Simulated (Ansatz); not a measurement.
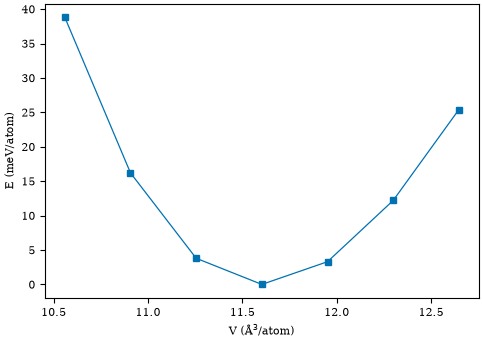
ZnF₂ (rutile, P4_2/mnm) under volume change, PBEsol (plane waves, PAW; program Ansatz), shape and atoms relaxed at each volume.

### Question
What does a third-order Birch–Murnaghan fit give for V₀, B₀ and B′?

### Answer
V₀ = 11.60 Å³/atom, B₀ = 105 GPa, B′ = 6.0.

Symmetry was held in the PBEsol relaxation.

Potentials: the later of the program's two PAW sets.
